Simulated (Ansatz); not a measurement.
The figure comes from a scan of CdS (wurtzite): a phonon pattern at A = (0.0, 0.0, 0.5) is frozen into a 8-atom cell, Q being the largest atomic displacement. Method: PBE (plane waves to 420 eV, PAW, scalar-relativistic; Ansatz, a program for electronic structure). k mesh 9×9×3 (Γ-centred), Fermi-Dirac smearing 0.05 eV. E stands for the smeared free energy. CdS was relaxed with its symmetry unable to fall. The zero of ΔE is the undisplaced structure.

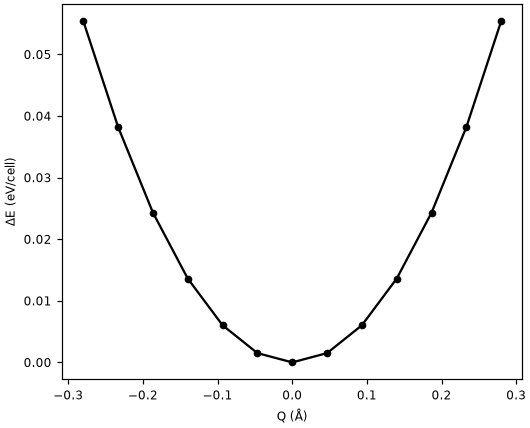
Fig. 1. ΔE (eV/cell) against Q (Å); markers are the computed points, lines only join them.

Read the plotted values off the figure, to the accuracy that the plot allows.

To the nearest 0.001:

| Q (Å) | ΔE (eV/cell) |
|---|---|
| -0.280 | 0.055 |
| -0.233 | 0.038 |
| -0.187 | 0.024 |
| -0.140 | 0.014 |
| -0.093 | 0.006 |
| -0.047 | 0.002 |
| 0.000 | 0.000 |
| 0.047 | 0.002 |
| 0.093 | 0.006 |
| 0.140 | 0.014 |
| 0.187 | 0.024 |
| 0.233 | 0.038 |
| 0.280 | 0.055 |

(A displaced cell: forces are minus the slopes of the energy, force constants its curvatures, and phonons follow from these.)
